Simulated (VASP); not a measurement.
# Selenium: what each functional gives, and what it costs, part 5 of 6

How does the gap of Selenium depend on the functional? The start is a cell from a database of measured crystal structures.

VASP 6.6.1, plane waves and PAW; the level of theory is named at each step.

So far, least gap on mesh and path (eV): step 2 (bands, level LDA, k 4×4×3) 0.913; step 7 (bands, level TPSS, k 4×4×3) 1.10; step 8 (bands, level AM05, k 4×4×3) 0.971; step 10 (bands, level HSE06, k 4×4×3) 1.78; step 11 (bands, level r2SCANh, k 4×4×3) 1.72.

## 12. Dielectric constant for the exchange share (continued)

Level of this step: PBE; plane waves and PAW (Se) (VASP).

Numbers of over 12 decimals in the logs are rounded to 6 here.

From OUTCAR (step 12):

```text
   k-points           NKPTS =     27   k-points in BZ     NKDIM =     27   number of bands    NBANDS=     15

   NELECT =      18.0000    total number of electrons

  Total        1.1582648      1.1582648      2.0987360      0.0000000      0.0000000      0.0000000
  in kB       22.6913135     22.6913135     41.1158797      0.0000000      0.0000000      0.0000000
  external PRESSURE =      28.8328356 kB  Pullay stress =       0.0000000 kB

 POSITION                                       TOTAL-FORCE (eV/Angst)
 -----------------------------------------------------------------------------------
      0.98414      0.00000      1.65120         0.436731     -0.000000      0.000000
     -0.49207      0.85229      3.30240        -0.218366      0.378220     -0.000000
      1.69103      2.92895      0.00000        -0.218366     -0.378220     -0.000000
 -----------------------------------------------------------------------------------
    total drift:                               -0.000000     -0.000001      0.000000

 MACROSCOPIC STATIC DIELECTRIC TENSOR (including local field effects in DFT)
 ------------------------------------------------------
           9.512157     0.000000     0.000000
           0.000000     9.512157     0.000000
           0.000000     0.000000    14.245163
 ------------------------------------------------------

 PIEZOELECTRIC TENSOR (including local field effects)  for field in x, y, z        (C/m^2)
          XX          YY          ZZ          XY          YZ          ZX
  --------------------------------------------------------------------------------
  x    -0.33981     0.33981    -0.00000     0.00000     0.02011     0.00000
  y     0.00000     0.00000     0.00000     0.33981     0.00000    -0.02012
  z     0.00000     0.00000     0.00000     0.00000     0.00000     0.00000

 BORN EFFECTIVE CHARGES (including local field effects) (in |e|, cummulative output)
 ---------------------------------------------------------------------------------
 ion    1
    1     0.84321     0.00000     0.00000
    2     0.00000    -0.84321     0.43228
    3     0.00000     0.81907    -0.00000
 ion    2
    1    -0.42160    -0.73024    -0.37437
    2    -0.73024     0.42160    -0.21614
    3    -0.70934    -0.40954    -0.00000
 ion    3
    1    -0.42160     0.73024     0.37437
    2     0.73024     0.42160    -0.21614
    3     0.70934    -0.40954    -0.00000

[... 7 parts as in an earlier step ...]

[... 3 further parts left out ...]
```

Energies printed during the response cycles are not total energies of the cell. The dielectric response converges more slowly with the mesh than energies do, so tensor and charges may still move on a finer one.

Numbers from this step:

```yaml
irreducible_k_points: 27
fermi_energy: 2.696 eV
pressure: 2.883 GPa
valence_top_at_k: -0.1667, 0.5, 0.4
conduction_bottom_at_k: 0, 0, 0.4
least_direct_gap_at_k: 0.3333, 0.3333, 0.4
gap_on_the_k_mesh: 1.297 eV
least_direct_gap_on_the_k_mesh: 1.495 eV
```

Electronic dielectric tensor with local fields:

```
 9.51  0.00  0.00
 0.00  9.51  0.00
 0.00  0.00 14.25
```

Born effective charge (e), principal values of the symmetric part by kind of site:

| atom | atoms with these values | low | middle | high | mean |
| --- | --- | --- | --- | --- | --- |
| Se1 | 3 | -1.1761 | 0.3329 | 0.8432 | 0.0000 |

In full for Se1:

```
 0.8432  0.0000  0.0000
 0.0000 -0.8432  0.4323
 0.0000  0.8191  0.0000
```

Piezoelectric tensor with clamped ions (C/m²), by row:

| field | xx | yy | zz | xy | yz | zx |
| --- | --- | --- | --- | --- | --- | --- |
| x | -0.3398 | 0.3398 | 0 | 0 | 0.02011 | 0 |
| y | 0 | 0 | 0 | 0.3398 | 0 | -0.02012 |
| z | 0 | 0 | 0 | 0 | 0 | 0 |

Force by atom:

| atom | x (eV/Å) | y (eV/Å) | z (eV/Å) | size |
| --- | --- | --- | --- | --- |
| Se1 | 0.437 | 0.000 | 0.000 | 0.437 |
| Se2 | -0.218 | 0.378 | 0.000 | 0.437 |
| Se3 | -0.218 | -0.378 | 0.000 | 0.437 |

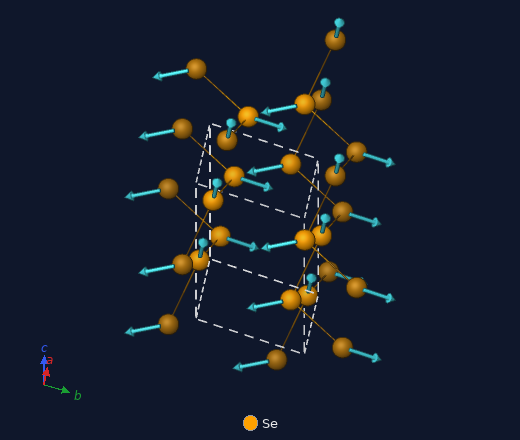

Force as arrows, the longest 0.437 eV/Å. 2×1×1 cells are drawn. Some periodic images of atoms are drawn too.

The Born charges sum to zero; the printed set may have that rule imposed, so this is no test.

## 13. Bands with PBE-EpsX, k 4×4×3

This step: PBE-EpsX, exact-exchange share 1/11.09; plane waves and PAW (Se) (VASP 6.6.1).

Here the share of exact exchange is set to the inverse of the computed dielectric constant, since screening weakens exchange.

File INCAR:

```
SYSTEM = Se
PREC = Accurate
ENCUT = 400
EDIFF = 1E-06
NELM = 100
ISMEAR = 0
SIGMA = 0.02
LREAL = .FALSE.
ALGO = Normal
LHFCALC = .TRUE.
AEXX = 0.09
GGA = PE
LASPH = .TRUE.
NBANDS = 15
PRECFOCK = Fast
HFRCUT = -1
LORBIT = 11
LWAVE = .FALSE.
LCHARG = .FALSE.
KPAR = 4
```

File POSCAR:

```
Se
1.0
    4.3662000000      0.0000000000      0.0000000000
   -2.1831000000      3.7812401180      0.0000000000
    0.0000000000      0.0000000000      4.9536000000
Se
3
Direct
    0.2254000000      0.0000000000      0.3333333333
    0.0000000000      0.2254000000      0.6666666667
    0.7746000000      0.7746000000      0.0000000000
```

File KPOINTS:

```
Automatic mesh
0
Gamma
4 4 3
0 0 0
```

File KPOINTS_OPT:

```
Line mode
6
Line-mode
Reciprocal
  0.00000000   0.00000000   0.00000000 GAMMA
  0.50000000   0.00000000   0.00000000 M

  0.50000000   0.00000000   0.00000000 M
  0.33333333   0.33333333   0.00000000 K

  0.33333333   0.33333333   0.00000000 K
  0.00000000   0.00000000   0.00000000 GAMMA

  0.00000000   0.00000000   0.00000000 GAMMA
  0.00000000   0.00000000   0.50000000 A

  0.00000000   0.00000000   0.50000000 A
  0.50000000   0.00000000   0.50000000 L

  0.50000000   0.00000000   0.50000000 L
  0.33333333   0.33333333   0.50000000 H

  0.33333333   0.33333333   0.50000000 H
  0.00000000   0.00000000   0.50000000 A

  0.50000000   0.00000000   0.50000000 L
  0.50000000   0.00000000   0.00000000 M

  0.33333333   0.33333333   0.00000000 K
  0.33333333   0.33333333   0.50000000 H
```

Potentials, in the order of the species: Se (PBE family, release 64).

The run is started by

```console
$ mpirun -np 4 vasp_std
```

The program printed:

```text
[banner, memory and clock lines left out]
running    4 mpi-ranks, on    1 nodes
[...]
LDA part: xc-table for (Slater+PW92), standard interpolation
 found WAVECAR, reading the header
 POSCAR, INCAR and KPOINTS ok, starting setup
[...]
HFRCUT set to (new)   9.785969
 reading WAVECAR
 the WAVECAR file was read successfully
 initial charge from wavefunction
 entering main loop
       N       E                     dE             d eps       ncg     rms          rms(c)
DAV:   1    -0.119926747236E+02   -0.11993E+02   -0.10412E-01   270   0.220E+00    0.680E-01
DAV:   2    -0.119936145787E+02   -0.93986E-03   -0.46120E-03   298   0.416E-01    0.408E-01
DAV:   3    -0.119933246991E+02    0.28988E-03   -0.28069E-04   375   0.104E-01    0.232E-01
DAV:   4    -0.119932417218E+02    0.82977E-04   -0.76551E-05   368   0.557E-02    0.127E-01
DAV:   5    -0.119932195601E+02    0.22162E-04   -0.14584E-05   354   0.254E-02    0.721E-02
DAV:   6    -0.119932139584E+02    0.56016E-05   -0.37374E-06   347   0.131E-02    0.409E-02
DAV:   7    -0.119932129869E+02    0.97152E-06   -0.10856E-06   219   0.746E-03
   1 F= -.11993213E+02 E0= -.11993213E+02  d E =-.938877E-23
 Start KPOINTS_OPT (optional k-point list driver)
k-point batch [1-9\54]
       N       E                     dE             ncg
DAV:   1     0.139547124818E+03   -0.24735E+04      270
DAV:   2    -0.623372511848E+03   -0.76292E+03      347
DAV:   3    -0.682818746759E+03   -0.59446E+02      319
DAV:   4    -0.683472280768E+03   -0.65353E+00      368
DAV:   5    -0.683476186254E+03   -0.39055E-02      382
DAV:   6    -0.683476225769E+03   -0.39515E-04      361
DAV:   7    -0.683476226331E+03   -0.56216E-06      312
[...]
k-point batch [46-54\54]
       N       E                     dE             ncg
DAV:   1     0.814934866064E+02   -0.43591E+04      270
DAV:   2    -0.641232723586E+03   -0.72273E+03      354
DAV:   3    -0.696228943557E+03   -0.54996E+02      305
DAV:   4    -0.696879078574E+03   -0.65014E+00      361
DAV:   5    -0.696883157415E+03   -0.40788E-02      368
DAV:   6    -0.696883192666E+03   -0.35251E-04      375
DAV:   7    -0.696883193091E+03   -0.42543E-06      296
```

The job ended after 72 s (4 MPI ranks of Intel Xeon 6975P-C (Granite Rapids), shared host; peak memory 0.71 GiB; 4.7 min of CPU time).

From OUTCAR (step 13):

```text
 POSITION                                       TOTAL-FORCE (eV/Angst)
 -----------------------------------------------------------------------------------
      0.98414      0.00000      1.65120         0.167257     -0.000000     -0.000000
     -0.49207      0.85229      3.30240        -0.083628      0.144849      0.000000
      1.69103      2.92895      0.00000        -0.083628     -0.144849     -0.000000
 -----------------------------------------------------------------------------------
    total drift:                               -0.000000     -0.000003      0.000000

  FREE ENERGIE OF THE ION-ELECTRON SYSTEM (eV)
  ---------------------------------------------------
  free  energy   TOTEN  =       -11.9932129869 eV

  energy  without entropy=      -11.9932129869  energy(sigma->0) =      -11.99321299

[... 2 parts as in an earlier step ...]

[... 1 further part left out ...]
[key lines of the parts left out:]
E-fermi :   2.1899
```

The share of exact exchange rests on that dielectric constant; a constant that is too large makes it too small.

Electronic bands along the path, in eV, zero at the valence-band top; v1 is the highest filled band, c1 the lowest empty one:

| point | v4 | v3 | v2 | v1 | c1 | c2 | c3 | c4 |
| --- | --- | --- | --- | --- | --- | --- | --- | --- |
| Γ | -3.93 | -2.22 | -2.22 | -0.54 | 2.39 | 2.39 | 2.67 | 6.68 |
| M | -3.64 | -3.07 | -1.90 | -1.12 | 2.41 | 2.82 | 4.67 | 5.76 |
| K | -2.99 | -2.99 | -2.82 | -1.78 | 3.57 | 3.57 | 4.27 | 6.38 |
| Γ | -3.93 | -2.22 | -2.22 | -0.54 | 2.39 | 2.39 | 2.67 | 6.68 |
| A | -3.53 | -1.69 | -1.69 | -1.26 | 1.67 | 1.67 | 1.73 | 6.77 |
| L | -4.44 | -2.06 | -1.48 | 0.00 | 2.09 | 3.20 | 3.48 | 6.79 |
| H | -5.20 | -1.07 | -0.27 | -0.27 | 1.45 | 3.23 | 3.23 | 7.16 |
| A | -3.53 | -1.69 | -1.69 | -1.26 | 1.67 | 1.67 | 1.73 | 6.77 |
| jump to L | -4.44 | -2.06 | -1.48 | 0.00 | 2.09 | 3.20 | 3.48 | 6.79 |
| M | -3.64 | -3.07 | -1.90 | -1.12 | 2.41 | 2.82 | 4.67 | 5.76 |
| jump to K | -2.99 | -2.99 | -2.82 | -1.78 | 3.57 | 3.57 | 4.27 | 6.38 |
| H | -5.20 | -1.07 | -0.27 | -0.27 | 1.45 | 3.23 | 3.23 | 7.16 |

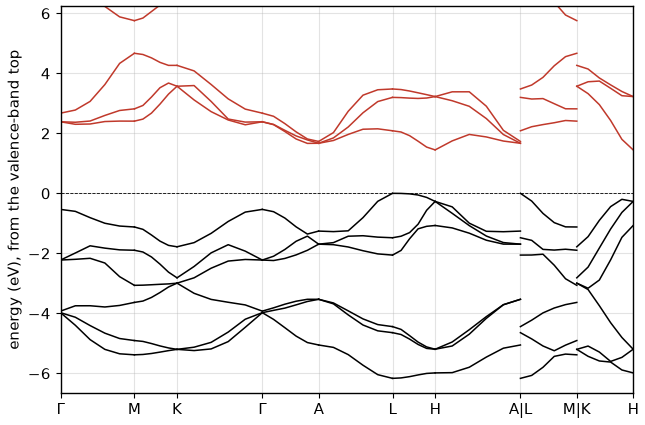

Electronic bands along the path; lines of filled and empty bands in two colours.

The gap is 1.45 eV, indirect, from L to H. Against LDA that is +0.53 eV; this run took 7.5 times the core time, on fewer points of the path.

## 14. Bands with HSEsol, k 4×4×3

This step: HSEsol; plane waves and PAW (Se) (VASP 6.6.1).

HSEsol is the screened hybrid built on PBEsol.

Changes to INCAR since step 13:

```diff
@@ -10,4 +10,5 @@
 LHFCALC = .TRUE.
-AEXX = 0.09
-GGA = PE
+AEXX = 0.25
+GGA = PS
+HFSCREEN = 0.2
 LASPH = .TRUE.
@@ -15,3 +16,2 @@
 PRECFOCK = Fast
-HFRCUT = -1
 LORBIT = 11
```

POSCAR is that of step 13.

KPOINTS is that of step 13.

KPOINTS_OPT is that of step 13.

The run is started by

```console
$ mpirun -np 4 vasp_std
```

The program printed:

```text
[banner, memory and clock lines left out]
running    4 mpi-ranks, on    1 nodes
[...]
[... a notice as in an earlier step ...]

 LDA part: xc-table for (Slater+PW92), standard interpolation
 found WAVECAR, reading the header
 POSCAR, INCAR and KPOINTS ok, starting setup
[...]
reading WAVECAR
 the WAVECAR file was read successfully
 initial charge from wavefunction
 entering main loop
       N       E                     dE             d eps       ncg     rms          rms(c)
DAV:   1    -0.139793431035E+02   -0.13979E+02   -0.61731E-01   270   0.608E+00    0.185E+00
DAV:   2    -0.139854099399E+02   -0.60668E-02   -0.27708E-02   312   0.102E+00    0.117E+00
DAV:   3    -0.139828502688E+02    0.25597E-02   -0.25911E-03   375   0.297E-01    0.663E-01
DAV:   4    -0.139821020852E+02    0.74818E-03   -0.90566E-04   354   0.181E-01    0.344E-01
[...]
DAV:   8    -0.139818189238E+02    0.51843E-05   -0.35581E-06   361   0.125E-02    0.275E-02
DAV:   9    -0.139818175382E+02    0.13856E-05   -0.10151E-06   247   0.690E-03    0.148E-02
DAV:  10    -0.139818172551E+02    0.28317E-06   -0.39949E-07   233   0.465E-03
   1 F= -.13981817E+02 E0= -.13981817E+02  d E =-.785168E-22
 Start KPOINTS_OPT (optional k-point list driver)
k-point batch [1-9\54]
       N       E                     dE             ncg
DAV:   1     0.653560721746E+02   -0.25477E+04      270
DAV:   2    -0.707244518942E+03   -0.77260E+03      340
DAV:   3    -0.789677207357E+03   -0.82433E+02      319
DAV:   4    -0.790966564202E+03   -0.12894E+01      368
DAV:   5    -0.790976862838E+03   -0.10299E-01      340
DAV:   6    -0.790976943898E+03   -0.81060E-04      333
DAV:   7    -0.790976944894E+03   -0.99688E-06      271
[...]
k-point batch [46-54\54]
       N       E                     dE             ncg
DAV:   1     0.541931767253E+01   -0.44351E+04      270
DAV:   2    -0.727590851566E+03   -0.73301E+03      340
DAV:   3    -0.803398221345E+03   -0.75807E+02      312
DAV:   4    -0.804678372408E+03   -0.12802E+01      340
DAV:   5    -0.804689694519E+03   -0.11322E-01      361
DAV:   6    -0.804689777822E+03   -0.83303E-04      326
DAV:   7    -0.804689778636E+03   -0.81373E-06      261
```

Elapsed: 82 s, on 4 MPI ranks; peak memory 1.1 GiB.

OUTCAR, selected parts (step 14):

```text
 POSITION                                       TOTAL-FORCE (eV/Angst)
 -----------------------------------------------------------------------------------
      0.98414      0.00000      1.65120        -0.249198      0.000000     -0.000000
     -0.49207      0.85229      3.30240         0.124599     -0.215812      0.000000
      1.69103      2.92895      0.00000         0.124599      0.215812      0.000000
 -----------------------------------------------------------------------------------
    total drift:                               -0.000001     -0.000002      0.000000

  FREE ENERGIE OF THE ION-ELECTRON SYSTEM (eV)
  ---------------------------------------------------
  free  energy   TOTEN  =       -13.9818172551 eV

  energy  without entropy=      -13.9818172551  energy(sigma->0) =      -13.98181726

[... 2 parts as in an earlier step ...]

[... 1 further part left out ...]
[key lines of the parts left out:]
E-fermi :   1.8578
```

Electronic bands along the path, in eV, zero at the valence-band top; v1 is the highest filled band, c1 the lowest empty one:

| point | v4 | v3 | v2 | v1 | c1 | c2 | c3 | c4 |
| --- | --- | --- | --- | --- | --- | --- | --- | --- |
| Γ | -4.10 | -2.40 | -2.40 | -0.61 | 2.69 | 2.69 | 2.97 | 6.88 |
| M | -3.84 | -3.22 | -1.99 | -1.21 | 2.66 | 3.10 | 5.05 | 5.96 |
| K | -3.16 | -3.16 | -2.90 | -1.90 | 3.87 | 3.87 | 4.62 | 6.58 |
| Γ | -4.10 | -2.40 | -2.40 | -0.61 | 2.69 | 2.69 | 2.97 | 6.88 |
| A | -3.67 | -1.83 | -1.83 | -1.38 | 1.88 | 1.88 | 1.98 | 7.05 |
| L | -4.65 | -2.16 | -1.58 | 0.00 | 2.36 | 3.46 | 3.84 | 7.06 |
| H | -5.49 | -1.18 | -0.28 | -0.28 | 1.72 | 3.56 | 3.56 | 7.39 |
| A | -3.67 | -1.83 | -1.83 | -1.38 | 1.88 | 1.88 | 1.98 | 7.05 |
| jump to L | -4.65 | -2.16 | -1.58 | 0.00 | 2.36 | 3.46 | 3.84 | 7.06 |
| M | -3.84 | -3.22 | -1.99 | -1.21 | 2.66 | 3.10 | 5.05 | 5.96 |
| jump to K | -3.16 | -3.16 | -2.90 | -1.90 | 3.87 | 3.87 | 4.62 | 6.58 |
| H | -5.49 | -1.18 | -0.28 | -0.28 | 1.72 | 3.56 | 3.56 | 7.39 |

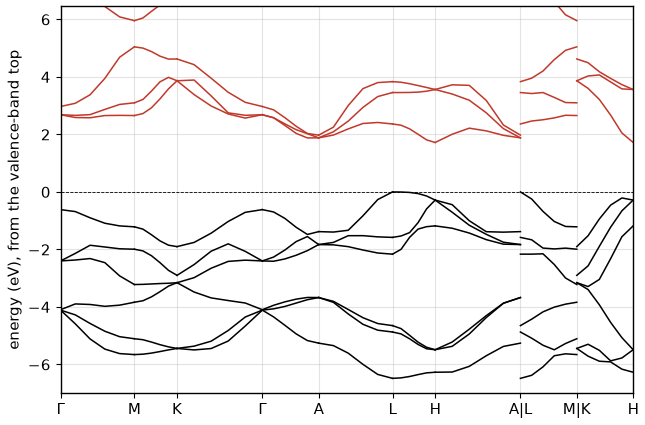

Electronic bands along the path; lines of filled and empty bands in two colours.

The gap is 1.72 eV, indirect, from L to H. Against LDA that is +0.81 eV; this run took 8.5 times the core time, on fewer points of the path.

## 15. Bands with r2SCAN-EpsX, k 4×4×3

This step: r2SCAN-EpsX, exact-exchange share 1/11.09; plane waves and PAW (Se) (VASP 6.6.1).

Here the share of exact exchange is set to the inverse of the computed dielectric constant, since screening weakens exchange.

Changes to INCAR since step 14:

```diff
@@ -10,5 +10,4 @@
 LHFCALC = .TRUE.
-AEXX = 0.25
-GGA = PS
-HFSCREEN = 0.2
+AEXX = 0.09
+METAGGA = R2SCAN
 LASPH = .TRUE.
@@ -16,2 +15,3 @@
 PRECFOCK = Fast
+HFRCUT = -1
 LORBIT = 11
```

POSCAR is that of step 14.

KPOINTS is that of step 14.

KPOINTS_OPT is that of step 14.

The run is started by

```console
$ mpirun -np 4 vasp_std
```

The program printed:

```text
[... set-up lines as in an earlier step ...]
 entering main loop
       N       E                     dE             d eps       ncg     rms          rms(c)
DAV:   1    -0.416752748895E+02   -0.41675E+02   -0.52743E-01   270   0.624E+00    0.141E+00
DAV:   2    -0.416799931743E+02   -0.47183E-02   -0.18611E-02   375   0.886E-01    0.847E-01
DAV:   3    -0.416793191350E+02    0.67404E-03   -0.77031E-04   375   0.218E-01    0.488E-01
DAV:   4    -0.416791256805E+02    0.19345E-03   -0.27013E-04   375   0.128E-01    0.269E-01
DAV:   5    -0.416790780068E+02    0.47674E-04   -0.51771E-05   382   0.577E-02    0.153E-01
DAV:   6    -0.416790661401E+02    0.11867E-04   -0.14949E-05   375   0.328E-02    0.865E-02
DAV:   7    -0.416790642554E+02    0.18847E-05   -0.53453E-06   375   0.205E-02    0.489E-02
DAV:   8    -0.416790645869E+02   -0.33149E-06   -0.18612E-06   284   0.127E-02
   1 F= -.41679065E+02 E0= -.41679065E+02  d E =-.129074E-25
 Start KPOINTS_OPT (optional k-point list driver)
k-point batch [1-9\54]
       N       E                     dE             ncg
DAV:   1     0.969505926107E+02   -0.25161E+04      270
DAV:   2    -0.695099541132E+03   -0.79205E+03      347
DAV:   3    -0.755164256170E+03   -0.60065E+02      319
DAV:   4    -0.755797674876E+03   -0.63342E+00      368
DAV:   5    -0.755801321477E+03   -0.36466E-02      382
DAV:   6    -0.755801358953E+03   -0.37476E-04      354
DAV:   7    -0.755801359518E+03   -0.56544E-06      313
[...]
k-point batch [46-54\54]
       N       E                     dE             ncg
DAV:   1     0.369891757649E+02   -0.44036E+04      270
DAV:   2    -0.712820323622E+03   -0.74981E+03      354
DAV:   3    -0.768331061217E+03   -0.55511E+02      305
DAV:   4    -0.768960869132E+03   -0.62981E+00      354
DAV:   5    -0.768964670954E+03   -0.38018E-02      375
DAV:   6    -0.768964704072E+03   -0.33117E-04      375
DAV:   7    -0.768964704476E+03   -0.40450E-06      296
```

Wall time 80 s (4 MPI ranks); peak memory 0.68 GiB; 5.2 min of CPU time.

From OUTCAR (step 15):

```text
 POSITION                                       TOTAL-FORCE (eV/Angst)
 -----------------------------------------------------------------------------------
      0.98414      0.00000      1.65120        -0.144746      0.000000      0.000000
     -0.49207      0.85229      3.30240         0.072373     -0.125353     -0.000000
      1.69103      2.92895      0.00000         0.072373      0.125353      0.000000
 -----------------------------------------------------------------------------------
    total drift:                               -0.000002     -0.000005      0.000000

  FREE ENERGIE OF THE ION-ELECTRON SYSTEM (eV)
  ---------------------------------------------------
  free  energy   TOTEN  =       -41.6790645869 eV

  energy  without entropy=      -41.6790645869  energy(sigma->0) =      -41.67906459

[... 2 parts as in an earlier step ...]

[... 1 further part left out ...]
[key lines of the parts left out:]
E-fermi :   1.9406
```

The electronic bands at the labelled points (eV, zero at the valence-band top; v1 is the highest filled band, c1 the lowest empty one):

| point | v4 | v3 | v2 | v1 | c1 | c2 | c3 | c4 |
| --- | --- | --- | --- | --- | --- | --- | --- | --- |
| Γ | -4.03 | -2.31 | -2.31 | -0.58 | 2.60 | 2.60 | 2.87 | 7.22 |
| M | -3.74 | -3.13 | -1.97 | -1.17 | 2.63 | 3.04 | 4.90 | 6.11 |
| K | -3.07 | -3.07 | -2.89 | -1.83 | 3.78 | 3.78 | 4.49 | 6.76 |
| Γ | -4.03 | -2.31 | -2.31 | -0.58 | 2.60 | 2.60 | 2.87 | 7.22 |
| A | -3.65 | -1.74 | -1.74 | -1.33 | 1.88 | 1.88 | 1.89 | 7.24 |
| L | -4.57 | -2.09 | -1.53 | 0.00 | 2.29 | 3.40 | 3.69 | 7.16 |
| H | -5.34 | -1.14 | -0.29 | -0.29 | 1.67 | 3.45 | 3.45 | 7.55 |
| A | -3.65 | -1.74 | -1.74 | -1.33 | 1.88 | 1.88 | 1.89 | 7.24 |
| jump to L | -4.57 | -2.09 | -1.53 | 0.00 | 2.29 | 3.40 | 3.69 | 7.16 |
| M | -3.74 | -3.13 | -1.97 | -1.17 | 2.63 | 3.04 | 4.90 | 6.11 |
| jump to K | -3.07 | -3.07 | -2.89 | -1.83 | 3.78 | 3.78 | 4.49 | 6.76 |
| H | -5.34 | -1.14 | -0.29 | -0.29 | 1.67 | 3.45 | 3.45 | 7.55 |

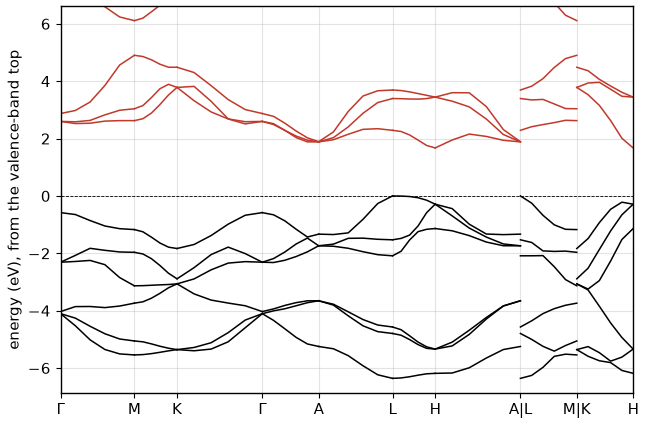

Electronic bands along the path; lines of filled and empty bands in two colours.

The gap is 1.67 eV, indirect, from L to H. Against LDA that is +0.76 eV; this run took 8.3 times the core time, on fewer points of the path.

(Continued in part 6 of 6.)

[Lines on the potential files, build, host, timing and source positions are cut from VASP's logs without a mark.]

[Logs are printed without paths, hosts, clocks, repeated set-up lines and the standing remarks that a program may print on its own settings, such as how far it seeks lower states.]

[Hosts, paths, dates, database ids (printed as entryN), source tags and the programs' standing remarks are cut or masked in the printed files.]

[Measured values are set beside computed ones only where the two were judged alike; some that the calculation misses by far are left out.]
